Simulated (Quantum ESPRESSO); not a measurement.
# Pb (Lead): phonons by linear response, part 2 of 3

How does Pb (Lead) vibrate, and is this structure a minimum?

Quantum ESPRESSO 7.5; DFT PBE, scalar-relativistic, plane waves, PseudoDojo norm-conserving pseudopotentials.

So far. Step 2 (A probe with smearing): No gap opens on this mesh, so smearing is kept; the start stands at 3.3 GPa. Step 4 (Self-consistent run for the response): The cell stands at 0.0070 GPa, close enough for phonons. The relaxed cell has a = 5.049 Å (conventional setting).

**5. Phonons on a q mesh**

Linear response treats each wavevector in the unit cell, with no supercell; the 4×4×4 mesh fixes the range of the force constants to be had.

Input file ph.in:

```
phonons
&INPUTPH
  prefix       = 'x'
  outdir       = './tmp'
  fildyn       = 'x.dyn'
  tr2_ph       = 1.0d-18
  alpha_mix(1) = 0.4
  nmix_ph      = 8
  ldisp        = .true.
  nq1          = 4
  nq2          = 4
  nq3          = 4
/
```

On the command line:

```console
$ OMP_NUM_THREADS=1 mpirun -n 4 ph.x -nk 4 -in ph.in > ph.out
```

Numbers of over 12 decimals in the logs are rounded to 6 here.

Log:

```text
[banners, grids, parts of the stress and lines that vanish by symmetry left out]
[banner, memory and clock lines left out]
Program PHONON v.7.5

     ./tmp/x.save/

     IMPORTANT: XC functional enforced from input :
     Exchange-correlation= PBE
                           (   1   4   3   4   0   0   0)
     Any further DFT definition will be discarded
     Please, verify this is what you really want

     G-vector sticks info

     Reading collected, re-writing distributed wavefunctions in ./tmp/

     Dynamical matrices for ( 4, 4, 4)  uniform grid of q-points
     (   8 q-points):
       N         xq(1)         xq(2)         xq(3)
       1   0.000000000   0.000000000   0.000000000
       2  -0.250000000   0.250000000  -0.250000000
       3   0.500000000  -0.500000000   0.500000000
       4   0.000000000   0.500000000   0.000000000
[...]
Number and degeneracy of irreps per q-point
       N         xq(1)         xq(2)         xq(3)   N irreps
       1   0.000000000   0.000000000   0.000000000       1
        3
       2  -0.250000000   0.250000000  -0.250000000       2
        1   2
       3   0.500000000  -0.500000000   0.500000000       2
        1   2
       4   0.000000000   0.500000000   0.000000000       2
        1   2
       5   0.750000000  -0.250000000   0.750000000       3
     No degeneracy
       6   0.500000000   0.000000000   0.500000000       3
     No degeneracy
       7   0.000000000  -1.000000000   0.000000000       2
        1   2
       8  -0.500000000  -1.000000000   0.000000000       2
        1   2

     Calculation of q =    0.0000000   0.0000000   0.0000000

     phonons

     bravais-lattice index     =            2
     lattice parameter (alat)  =       9.5415  a.u.
     unit-cell volume          =     217.1634 (a.u.)^3
     number of atoms/cell      =            1
     number of atomic types    =            1
     kinetic-energy cut-off    =      68.0000  Ry
     charge density cut-off    =     272.0000  Ry
     convergence threshold     =      1.0E-18
     beta                      =       0.4000
     number of iterations used =            8
     Exchange-correlation= PBE
                           (   1   4   3   4   0   0   0)

     celldm(1)=    9.54148  celldm(2)=    0.00000  celldm(3)=    0.00000
     celldm(4)=    0.00000  celldm(5)=    0.00000  celldm(6)=    0.00000

     crystal axes: (cart. coord. in units of alat)
               a(1) = ( -0.5000  0.0000  0.5000 )
               a(2) = (  0.0000  0.5000  0.5000 )
               a(3) = ( -0.5000  0.5000  0.0000 )

     reciprocal axes: (cart. coord. in units 2 pi/alat)
               b(1) = ( -1.0000 -1.0000  1.0000 )
               b(2) = (  1.0000  1.0000  1.0000 )
               b(3) = ( -1.0000  1.0000 -1.0000 )

     Atoms inside the unit cell:

     Cartesian axes

     site n.  atom      mass           positions (alat units)
        1  Pb    207.2000   tau(    1) = (    0.00000    0.00000    0.00000  )

     Computing dynamical matrix for
                    q = (   0.0000000   0.0000000   0.0000000 )

     49 Sym.Ops. (with q -> -q+G )

     G cutoff =  627.2494  (  16457 G-vectors)     FFT grid: ( 36, 36, 36)

     number of k points=    72  Marzari-Vanderbilt smearing, width (Ry)=  0.0200

     PseudoPot. # 1 for Pb read from file:
     ./pseudo/Pb.upf
     Pseudo is Norm-conserving + core correction, Zval = 14.0

     Mode symmetry, O_h (m-3m)  point group:

     Atomic displacements:
     There are    1 irreducible representations

     Representation     1      3 modes -  To be done

     Alpha used in Ewald sum =   2.7000

     Representation #   1 modes #   1   2   3

     Self-consistent Calculation
      iter #   1   av.it.:   8.6
      thresh= 1.000E-02 alpha_mix =  0.400 |ddv_scf|^2 =  3.349E-06
      iter #   2   av.it.:  12.9
      thresh= 1.830E-04 alpha_mix =  0.400 |ddv_scf|^2 =  5.157E-08
      iter #   3   av.it.:  12.9
      thresh= 2.271E-05 alpha_mix =  0.400 |ddv_scf|^2 =  5.017E-09
      iter #   4   av.it.:  12.8
      thresh= 7.083E-06 alpha_mix =  0.400 |ddv_scf|^2 =  4.094E-11
[...]
End of self-consistent calculation

     Convergence has been achieved

     Number of q in the star =    1
     List of q in the star:
[...]
Diagonalizing the dynamical matrix

     q = (    0.000000000   0.000000000   0.000000000 )

 **************************************************************************
     freq (    1) =      -0.035003 [THz] =      -1.167570 [cm-1]
     freq (    2) =      -0.035003 [THz] =      -1.167570 [cm-1]
     freq (    3) =      -0.035003 [THz] =      -1.167570 [cm-1]
 **************************************************************************

     Mode symmetry, O_h (m-3m)  point group:

     freq (   1-   3) =         -1.2  [cm-1]   --> T_1u G_15  G_4- I

     Calculation of q =   -0.2500000   0.2500000  -0.2500000
     [... set-up and bands at k+q left out ...]

     Mode symmetry, C_3v (3m)   point group:

     Atomic displacements:
     There are    2 irreducible representations

     Representation     1      1 modes -  To be done

     Representation     2      2 modes -  To be done

     Message from routine init_vloc:
     Interpolation table for Vloc re-allocated

     Alpha used in Ewald sum =   2.7000

     Representation #   1 mode #   1

     Self-consistent Calculation

[...]
[... iterations left out ...]
[...]
End of self-consistent calculation

     Convergence has been achieved

     Representation #   2 modes #   2   3

     Self-consistent Calculation

[...]
[... iterations left out ...]
[...]
End of self-consistent calculation

     Convergence has been achieved

     Number of q in the star =    8
     List of q in the star:
[...]
Diagonalizing the dynamical matrix

     q = (   -0.250000000   0.250000000  -0.250000000 )

 **************************************************************************
     freq (    1) =       0.702297 [THz] =      23.426100 [cm-1]
     freq (    2) =       0.702297 [THz] =      23.426100 [cm-1]
     freq (    3) =       1.477474 [THz] =      49.283231 [cm-1]
 **************************************************************************

     Mode symmetry, C_3v (3m)   point group:

     freq (   1-   2) =         23.4  [cm-1]   --> E    L_3
     freq (   3-   3) =         49.3  [cm-1]   --> A_1  L_1

     Calculation of q =    0.5000000  -0.5000000   0.5000000
     [... set-up and bands at k+q left out ...]

     Mode symmetry, D_3d (-3m)  point group:

     Atomic displacements:
     There are    2 irreducible representations

     Representation     1      1 modes -  To be done

[...]
Alpha used in Ewald sum =   2.7000

     Representation #   1 mode #   1

     Self-consistent Calculation

[...]
[... iterations left out ...]
[...]
End of self-consistent calculation

     Convergence has been achieved

     Representation #   2 modes #   2   3

[...]
[... iterations left out ...]
[...]
Convergence has been achieved

     Number of q in the star =    4
     List of q in the star:
[...]
Diagonalizing the dynamical matrix

     q = (    0.500000000  -0.500000000   0.500000000 )

[...]
freq (    1) =       0.997418 [THz] =      33.270297 [cm-1]
     freq (    2) =       0.997418 [THz] =      33.270297 [cm-1]
     freq (    3) =       1.841959 [THz] =      61.441148 [cm-1]
[...]
Mode symmetry, D_3d (-3m)  point group:

     freq (   1-   2) =         33.3  [cm-1]   --> E_u  L_3'
     freq (   3-   3) =         61.4  [cm-1]   --> A_2u L_2'

     Calculation of q =    0.0000000   0.5000000   0.0000000
     [... set-up and bands at k+q left out ...]

     Mode symmetry, C_4v (4mm)  point group:

     Atomic displacements:
     There are    2 irreducible representations

[...]
Alpha used in Ewald sum =   2.7000

     Representation #   1 mode #   1

[...]
Convergence has been achieved

     Representation #   2 modes #   2   3

[...]
Convergence has been achieved

     Number of q in the star =    6
     List of q in the star:
[...]
Diagonalizing the dynamical matrix

     q = (    0.000000000   0.500000000   0.000000000 )

[...]
freq (    1) =       0.987690 [THz] =      32.945803 [cm-1]
     freq (    2) =       0.987690 [THz] =      32.945803 [cm-1]
     freq (    3) =       1.590583 [THz] =      53.056145 [cm-1]
[...]
Mode symmetry, C_4v (4mm)  point group:

     freq (   1-   2) =         32.9  [cm-1]   --> E    G_5 D_5
     freq (   3-   3) =         53.1  [cm-1]   --> A_1  G_1 D_1

     Calculation of q =    0.7500000  -0.2500000   0.7500000
     [... set-up and bands at k+q left out ...]

     Mode symmetry, C_s (m)     point group:

     Atomic displacements:
     There are    3 irreducible representations

[...]
Alpha used in Ewald sum =   2.7000

     Representation #   1 mode #   1

[...]
Convergence has been achieved

[...]
Convergence has been achieved

[...]
Convergence has been achieved

     Number of q in the star =   24
     List of q in the star:
[...]
Diagonalizing the dynamical matrix

     q = (    0.750000000  -0.250000000   0.750000000 )

[...]
freq (    1) =       1.162102 [THz] =      38.763536 [cm-1]
     freq (    2) =       1.438764 [THz] =      47.992011 [cm-1]
     freq (    3) =       1.740506 [THz] =      58.057028 [cm-1]
[...]
Mode symmetry, C_s (m)     point group:

     freq (   1-   1) =         38.8  [cm-1]   --> A''
     freq (   2-   2) =         48.0  [cm-1]   --> A'
     freq (   3-   3) =         58.1  [cm-1]   --> A'

     Calculation of q =    0.5000000   0.0000000   0.5000000
     [... set-up and bands at k+q left out ...]

     Mode symmetry, C_2v (mm2)  point group:

     Atomic displacements:
     There are    3 irreducible representations

[...]
Alpha used in Ewald sum =   2.7000

[...]
Convergence has been achieved

[...]
Convergence has been achieved

[...]
Convergence has been achieved

     Number of q in the star =   12
     List of q in the star:
[...]
Diagonalizing the dynamical matrix

     q = (    0.500000000   0.000000000   0.500000000 )

[...]
freq (    1) =       0.994998 [THz] =      33.189549 [cm-1]
     freq (    2) =       1.443871 [THz] =      48.162348 [cm-1]
     freq (    3) =       1.668453 [THz] =      55.653603 [cm-1]
[...]
Mode symmetry, C_2v (mm2)  point group:

     freq (   1-   1) =         33.2  [cm-1]   --> B_1  D_3  S_3
     freq (   2-   2) =         48.2  [cm-1]   --> B_2  D_4  S_4
     freq (   3-   3) =         55.7  [cm-1]   --> A_1  D_1  S_1

     Calculation of q =    0.0000000  -1.0000000   0.0000000
     [... set-up and bands at k+q left out ...]

     Mode symmetry, D_4h(4/mmm) point group:

     Atomic displacements:
     There are    2 irreducible representations

[...]
Alpha used in Ewald sum =   2.7000

     Representation #   1 mode #   1

[...]
Convergence has been achieved

     Representation #   2 modes #   2   3

[...]
Convergence has been achieved

     Number of q in the star =    3
     List of q in the star:
[...]
Diagonalizing the dynamical matrix

     q = (    0.000000000  -1.000000000   0.000000000 )

[...]
freq (    1) =       1.064957 [THz] =      35.523153 [cm-1]
     freq (    2) =       1.064957 [THz] =      35.523153 [cm-1]
     freq (    3) =       1.692847 [THz] =      56.467312 [cm-1]
[...]
Mode symmetry, D_4h(4/mmm) point group:

     freq (   1-   2) =         35.5  [cm-1]   --> E_u  X_5' M_5'
     freq (   3-   3) =         56.5  [cm-1]   --> A_2u X_4' M_4'

     Calculation of q =   -0.5000000  -1.0000000   0.0000000
     [... set-up and bands at k+q left out ...]

     Mode symmetry, D_2d (-42m) point group:

     Atomic displacements:
     There are    2 irreducible representations

     Representation     1      1 modes -  To be done

     Representation     2      2 modes -  To be done

     Alpha used in Ewald sum =   2.7000

     Representation #   1 mode #   1

     Self-consistent Calculation

[...]
[... iterations left out ...]
[...]
End of self-consistent calculation

     Convergence has been achieved

     Representation #   2 modes #   2   3

     Self-consistent Calculation

      iter #   1   av.it.:   9.1
      thresh= 1.000E-02 alpha_mix =  0.400 |ddv_scf|^2 =  4.108E-05

      [... iterations left out ...]
      iter #  11   av.it.:  13.2
      thresh= 1.060E-10 alpha_mix =  0.400 |ddv_scf|^2 =  3.978E-20

     End of self-consistent calculation

     Convergence has been achieved

     Number of q in the star =    6
     List of q in the star:
[...]
5  -1.000000000  -0.500000000   0.000000000
          6   0.000000000  -0.500000000  -1.000000000

     Diagonalizing the dynamical matrix

     q = (   -0.500000000  -1.000000000   0.000000000 )

 **************************************************************************
     freq (    1) =       1.371665 [THz] =      45.753819 [cm-1]
     freq (    2) =       1.441921 [THz] =      48.097294 [cm-1]
     freq (    3) =       1.441921 [THz] =      48.097294 [cm-1]
 **************************************************************************

     Mode symmetry, D_2d (-42m) point group:

     freq (   1-   1) =         45.8  [cm-1]   --> B_2  X_3  W_2
     freq (   2-   3) =         48.1  [cm-1]   --> E    X_5  W_3


[key lines of the parts left out:]
the Fermi energy is    10.5946 ev
```

Run time: 43 min. Hardware: 4 MPI ranks of Arm Neoverse V1, shared host; 2.9 h of CPU time.

Read from the output:

| Property | Result |
| --- | --- |
| largest acoustic frequency at the zone centre before the sum rule | -1.17 cm⁻¹ |
| lowest mode on the q mesh (acoustic ones at the zone centre apart) | 23.43 cm⁻¹ |

Frequencies (cm⁻¹) at each irreducible wavevector; negative means imaginary. Frequencies by wavevector:

```tsv
q (fractions)	star	mode 1	mode 2	mode 3
0 0 0	1	-1.17	-1.17	-1.17
0 0 0.25	8	23.43	23.43	49.28
0 0 -0.5	4	33.27	33.27	61.44
0 0.25 0.25	6	32.95	32.95	53.06
0 0.25 -0.5	24	38.76	47.99	58.06
0 0.25 -0.25	12	33.19	48.16	55.65
0 -0.5 -0.5	3	35.52	35.52	56.47
0.25 -0.5 -0.25	6	45.75	48.1	48.1
```

The acoustic modes at Γ come out as far as 1.2 cm⁻¹ from zero, where they should vanish, a small numerical error.

**6. Force constants in real space**

The dynamical matrices of the mesh are Fourier-transformed to force constants in real space.

Input file q2r.in:

```
&INPUT
  fildyn = 'x.dyn'
  zasr   = 'crystal'
  flfrc  = 'x.fc'
/
```

On the command line:

```console
$ q2r.x < q2r.in > q2r.out
```

Log:

```text
[banners, grids, parts of the stress and lines that vanish by symmetry left out]
[banner, memory and clock lines left out]
Program Q2R v.7.5

  reading grid info from file x.dyn0

  reading force constants from file x.dyn1
  Dielectric Tensor not found
  nqs=            1
 q=   0.00000000  0.00000000  0.00000000
  reading force constants from file x.dyn2
  nqs=            8
 q=  -0.25000000  0.25000000 -0.25000000
[...]
reading force constants from file x.dyn7
  nqs=            3
[...]
reading force constants from file x.dyn8
  nqs=            6
[...]
q=  -1.00000000 -0.50000000  0.00000000
 q=   0.00000000 -0.50000000 -1.00000000

      q-space grid ok, #points =   64

      fft-check success (sum of imaginary terms < 10^-12)
```

Elapsed: 0.47 s, on 1 thread.

**7. Dispersion**

From the force constants any wavevector is cheap; points of the mesh come back as solved, but for the sum rule and, in polar crystals, the LO-TO term at Γ; the rest is interpolation.

Input file matdyn.in:

```
&INPUT
  asr              = 'crystal'
  flfrc            = 'x.fc'
  flfrq            = 'x.freq'
  flvec            = 'x.modes'
  q_in_band_form   = .true.
  q_in_cryst_coord = .true.
/
8
  0.0000000   0.0000000   0.0000000  12  ! GAMMA
  0.0000000   0.5000000   0.5000000  12  ! X
 -0.0000000   0.6250000   0.3750000   1  ! U
 -0.3750000   0.3750000  -0.0000000  12  ! K
  0.0000000   0.0000000   0.0000000  12  ! GAMMA
 -0.0000000   0.5000000  -0.0000000  12  ! L
 -0.2500000   0.5000000   0.2500000  12  ! W
  0.0000000   0.5000000   0.5000000   1  ! X
```

On the command line:

```console
$ matdyn.x -in matdyn.in > matdyn.out
```

Log:

```text
[banner, memory and clock lines left out]
Program MATDYN v.7.5

 mass for atomic type   1 not given; uses mass from file x.fc
 Norm of the difference between old and new effective charges:    0.000000

 Norm of the difference between old and new force-constants:   4.62891e-06

     Message from routine matdyn:
     Z* not found in file x.fc, TO-LO splitting at q=0 will be absent!
     Message from routine matdyn:
     Z* not found in file x.fc, TO-LO splitting at q=0 will be absent!

Note: The following floating-point exceptions are signalling: IEEE_UNDERFLOW_FLAG
```

The job ended after 0.47 s (1 thread).

Numbers from this step:

```yaml
lowest_frequency_on_the_path: 0 cm⁻¹
mean_frequency: 43.7 cm⁻¹
debye_temperature_second_moment: 84 K
logarithmic_mean_frequency: 42.1 cm⁻¹
```

Matdyn.x, sum rule crystal. The phonon branches at the labelled points (cm⁻¹):

```tsv
point	branch 1	branch 2	branch 3
Γ	0	0	0
X	36	36	56
U	38	49	56
jump to K	38	49	56
Γ	0	0	0
L	33	33	61
W	46	48	48
X	36	36	56
```

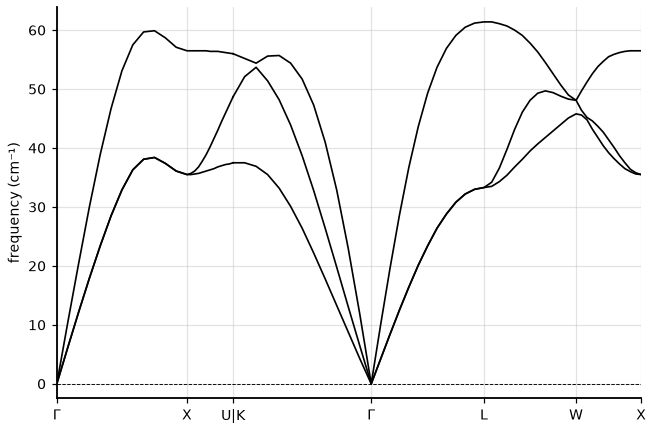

Phonon branches along the path.

Lowest modes at the softest wavevector of the mesh; phase exp(i q.(R + tau)). Modes at q = (0.000, 0.000, 0.250):

```tsv
mode	frequency (cm⁻¹)
1	23.4
2	23.4
3	49.3
```

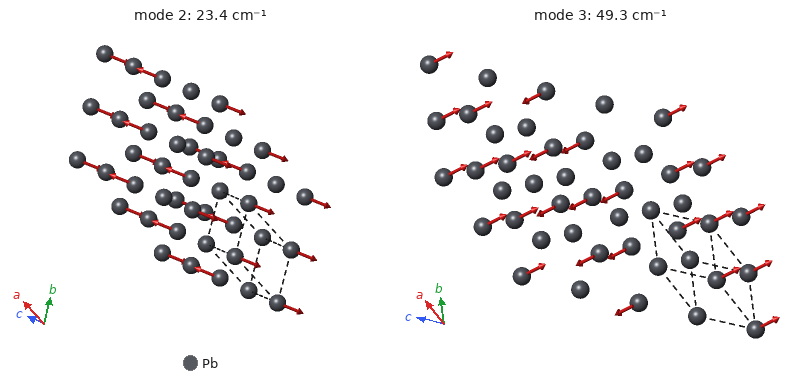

Displacement patterns of modes 2 and 3 at q = (0.000, 0.000, 0.250); arrows are exaggerated. 2×2×4 cells are drawn. The axes are those of the cell as run, not the conventional ones. Some periodic images of atoms are drawn too.

Force constants by pair (phonopy on the run's constants); pairs near half the supercell's span include their periodic images. Pair force constants, by row:

```tsv
atom	neighbour	distance (Å)	third of the trace (eV/Å²)	along the pair's line (eV/Å²)
Pb1	itself	0	1.548	–
Pb1	Pb	3.57	-0.0944	-0.3327
Pb1	Pb	5.049	-0.0376	-0.0716
Pb1	Pb	6.184	-0.0089	-0.0199
Pb1	Pb	7.141	-0.0333	-0.1178
```

Harmonic mean-square displacement, third of the trace. Mean-square displacements:

```tsv
T (K)	Pb1 U_eq (Å²)
0	0.00203
100	0.00856
300	0.02516
600	0.05022
```

Mode patterns, pair constants, displacements and means over the zone were worked out by phonopy from the force constants of q2r.x.

All branches are real along the path.

**8. Sums over the zone**

Sums over the zone need many more wavevectors than were solved, so the interpolation is sampled on a dense mesh.

Input file matdyn.in:

```
&INPUT
  asr    = 'crystal'
  flfrc  = 'x.fc'
  dos    = .true.
  fldos  = 'x.dos'
  nk1    = 15
  nk2    = 15
  nk3    = 15
  deltaE = 0.3
/
```

On the command line:

```console
$ matdyn.x -in matdyn.in > matdyn.out
```

Log:

```text
[banner, memory and clock lines left out]
Program MATDYN v.7.5

 mass for atomic type   1 not given; uses mass from file x.fc
 Norm of the difference between old and new effective charges:    0.000000

 Norm of the difference between old and new force-constants:   4.62891e-06

     Message from routine matdyn:
     Z* not found in file x.fc, TO-LO splitting at q=0 will be absent!

Note: The following floating-point exceptions are signalling: IEEE_UNDERFLOW_FLAG
```

The job ended after 0.98 s (1 thread).

Numbers from this step:

| Quantity | Value |
| --- | --- |
| share of modes beyond 3i cm⁻¹ on the dense interpolated mesh | 0 |
| zero-point energy per atom | 8.14 meV |
| heat capacity at 300 K | 24.85 J/(mol atoms K) |
| vibrational entropy at 300 K | 64.84 J/(mol atoms K) |

The phonon density of states has structure finer than the step of the table below, so its rows give means over 5 cm⁻¹, whole bins alone (the curve runs from 0 to 61.5 cm⁻¹). Peaks (cm⁻¹: height): 38.4: 0.208, 56.7: 0.186.

Tetrahedra. Table of phonon density of states by wavenumber; means over each step:

```tsv
wavenumber (cm⁻¹)	phonon density of states (1/cm⁻¹/cell)
5	3.5e-4
10	0.00241
15	0.00610
20	0.0114
25	0.0199
30	0.0361
35	0.0841
40	0.137
45	0.0723
50	0.0621
55	0.105
```

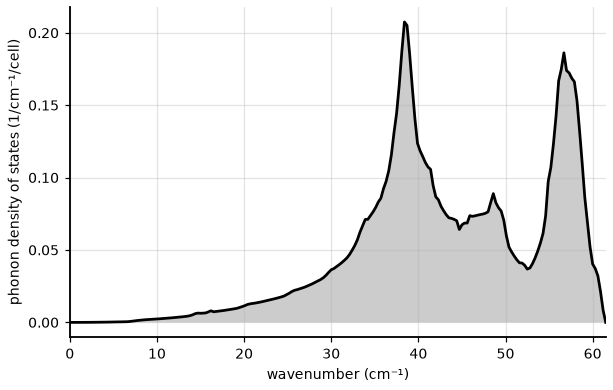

Phonon density of states, plotted against wavenumber.

Harmonic thermodynamic functions per atom, summed over the density of states scaled to three modes an atom; melting is ignored. Thermodynamic functions:

```tsv
T (K)	F_vib (meV/atom)	S (J/mol-atom/K)	C_V (J/mol-atom/K)
0	8.14	0	0
50	3.4	21.76	21.78
100	-12.45	37.82	24.09
200	-61.41	54.79	24.73
300	-123.8	64.84	24.85
400	-194.8	72	24.89
500	-272.4	77.55	24.91
600	-355.2	82.09	24.92
700	-442.4	85.94	24.93
800	-533.2	89.26	24.93
900	-627.3	92.2	24.93
1000	-724.2	94.83	24.93
```

At 300 K the heat capacity has reached 100 % of the Dulong-Petit value.

[end of part 2 of 3]

[Host names and launcher messages were left out of these logs when they were recorded.]

[Logs are printed without paths, hosts, clocks, repeated set-up lines and the standing remarks that a program may print on its own settings, such as how far it seeks lower states.]

[Hosts, paths, dates, database ids (printed as entryN), source tags and the programs' standing remarks are cut or masked in the printed files.]
